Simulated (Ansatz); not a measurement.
**AlNH+ (quintet): trial inputs and their diagnosis**

4 inputs are run for AlNH+ (quintet) as typed; the log has to tell whether the result can be used and what must change.

Computed with Ansatz 0.2.0, Gaussian basis. Level: the settings change from run to run.

32 further runs of the same task are left out: 8 for a known fault of the program, 7 that didn't finish, 17 set aside as unsound or not needed.

### 1 What is computed

The geometry is a PBE0/def2-TZVP stationary point (not a proven minimum) of the parent state, kept for this charge and spin.

3 atoms, charge 1, spin multiplicity 5.

Atoms are counted from 1 here; the program's logs count them from 0.

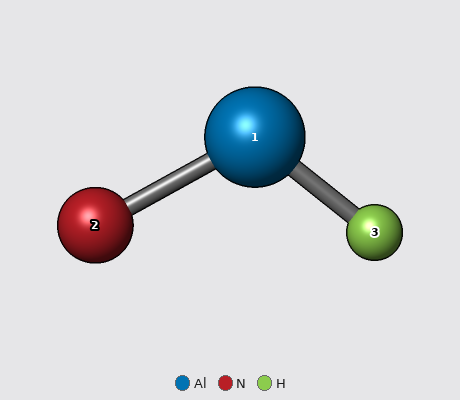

The geometry (aluminium blue, nitrogen red, hydrogen green); atoms are numbered from 1 in the order of the file.

### 2 Attempt 1

in.yaml reads:

```yaml
crystal:
  periodic: [false, false, false]
  atoms:
    - {symbol: Al, position_ang: [0.000000, -0.104664, 0.617425]}
    - {symbol: N, position_ang: [0.000000, 0.107524, -1.289743]}
    - {symbol: H, position_ang: [0.000000, 1.307572, 1.394905]}
basis:
  gaussian: {orbitals: cc-pVDZ}
total_charge: 1
magnetization: {spin_polarized: false, initial_magnetization: 4}
correlation: {active_space: {window: {electrons: 6, orbitals: 6}, states: [{multiplicity: 5, weights: [1, 1]}], root: 2}}
scf: {lower_state_search: light}
```

Started as:

```bash
$ ansatz run in.yaml --threads 1 --pin off --events-out ev --progress --plain --max-ram 2393MiB
```

Output:

```text
Error: the active space averages no state 2, counted from zero
```

It took 0.03 s on 1 thread of Arm Neoverse V1, shared host.

**Diagnosis.** The run was refused. The root asked for lies beyond the states averaged. Fix: average more states or name a lower root.

### 3 Attempt 2

in.yaml reads:

```yaml
crystal:
  periodic: [false, false, false]
  atoms:
    - {symbol: Al, position_ang: [0.000000, -0.104664, 0.617425]}
    - {symbol: N, position_ang: [0.000000, 0.107524, -1.289743]}
    - {symbol: H, position_ang: [0.000000, 1.307572, 1.394905]}
basis:
  gaussian: {orbitals: cc-pVDZ}
total_charge: 1
correlation: {method: fic_mrcisd_q, electrons: outside_noble_gas, active_space: {window: {electrons: 6, orbitals: 6}}}
scf: {lower_state_search: full}
magnetization: {spin_polarized: true, initial_magnetization: 4}
```

The command is unchanged.

Output:

```text
Error: invalid value for `correlation.active_space`: it starts from restricted Hartree–Fock orbitals; set hamiltonian.xc: hf without magnetization.spin_polarized
```

Run time: 0.03 s. Hardware: 1 thread of Arm Neoverse V1, shared host.

Diagnosis: The run was refused. An active space is asked on unrestricted orbitals. Cure: drop spin_polarized: true.

### 4 Attempt 3

in.yaml reads:

```yaml
crystal:
  periodic: [false, false, false]
  atoms:
    - {symbol: Al, position_ang: [0.000000, -0.104664, 0.617425]}
    - {symbol: N, position_ang: [0.000000, 0.107524, -1.289743]}
    - {symbol: H, position_ang: [0.000000, 1.307572, 1.394905]}
basis:
  gaussian: {orbitals: "6-31G*"}
total_charge: 1
magnetization: {spin_polarized: false, initial_magnetization: 4}
correlation: {method: fic_mrcisd_q, electrons: all, active_space: {window: {electrons: 6, orbitals: 6}, states: [{multiplicity: 5, weights: [1, 1]}], root: 2}}
```

Launched as before.

Output:

```text
Error: the active space averages no state 2, counted from zero
```

It took 0.03 s on 1 thread of Arm Neoverse V1, shared host.

**Diagnosis.** The run was refused. The root asked for lies beyond the states averaged. Cure: average more states or name a lower root.

### 5 Attempt 4

in.yaml reads:

```yaml
crystal:
  periodic: [false, false, false]
  atoms:
    - {symbol: Al, position_ang: [0.000000, -0.104664, 0.617425]}
    - {symbol: N, position_ang: [0.000000, 0.107524, -1.289743]}
    - {symbol: H, position_ang: [0.000000, 1.307572, 1.394905]}
basis:
  gaussian: {orbitals: cc-pVDZ}
total_charge: 1
magnetization: {spin_polarized: true, initial_magnetization: 10}
hamiltonian: {pseudopotentials: {relativity: none}}
correlation: {method: ccsd, electrons: outside_noble_gas}
```

Same command.

Output, cut to the lines that bear on the results:

```text
Functional definition: HF
  name "HF"
  cite "Fock, Z. Phys. 61, 126 (1930) doi:10.1007/BF01340294"
  parent pbe
[...]
361 factors; integrals over basis functions are off by at most 1.0e-3 eV
[...]
mean field -7969.54656221 eV, -292.8754342086 hartree, gradient 1.7e-6 eV, S^2 30.000031; 12 other end points of the search recorded, 0 dependent functions left out
determinant -7969.54656221 eV, -292.8754342086 hartree, with singles and doubles -7970.84178548 eV, -292.9230327856 hartree
determinant -7969.46414087 eV, -292.8724052803 hartree, with singles and doubles -7970.76230890 eV, -292.9201120754 hartree
determinant -7969.29267973 eV, -292.8661041995 hartree, with singles and doubles -7970.59172382 eV, -292.9138431892 hartree
determinant -7969.54656221 eV, -292.8754342086 hartree, with singles and doubles -7970.84222591 eV, -292.9230489714 hartree
determinant -7969.46414087 eV, -292.8724052803 hartree, with singles and doubles -7970.76300463 eV, -292.9201376428 hartree
determinant -7969.29267973 eV, -292.8661041995 hartree, with singles and doubles -7970.59247516 eV, -292.9138708005 hartree
reference -7969.54656221 eV, -292.8754342086 hartree; 15, 5 occupied and 22, 32 virtual orbitals, 361 factors
second order -1.01067498 eV of doubles, -0.00000000 eV of singles
cycle   1  -1.29566577 eV  change   -2.1e-6 eV  update   2.2e-6
Total energy: -7970.84222798 eV, -292.9230490474 hartree
```

Wall time 7 s (1 thread of Arm Neoverse V1, shared host).

What is wrong: The run converged, which proves nothing about the input. Far too many unpaired electrons are asked for. Its energy belongs to the state of multiplicity 11, not to the quintet that was meant. Cure: set initial_magnetization to that of the wanted state.

### 6 How the runs ended

```
attempt                  level      ended                                               cause    time
      1    CASSCF(6,6)/cc-pVDZ    refused  the root asked for lies beyond the states averaged  0.03 s
      2  MRCISD+Q(6,6)/cc-pVDZ    refused   an active space is asked on unrestricted orbitals  0.03 s
      3   MRCISD+Q(6,6)/6-31G*    refused  the root asked for lies beyond the states averaged  0.03 s
      4    CCSD on UHF/cc-pVDZ  converged       far too many unpaired electrons are asked for     7 s
```

3 refused, 1 converged. The input that converges on a wrong geometry or spin is the dangerous one: no error points at it, so geometry and ⟨S²⟩ have to be checked.
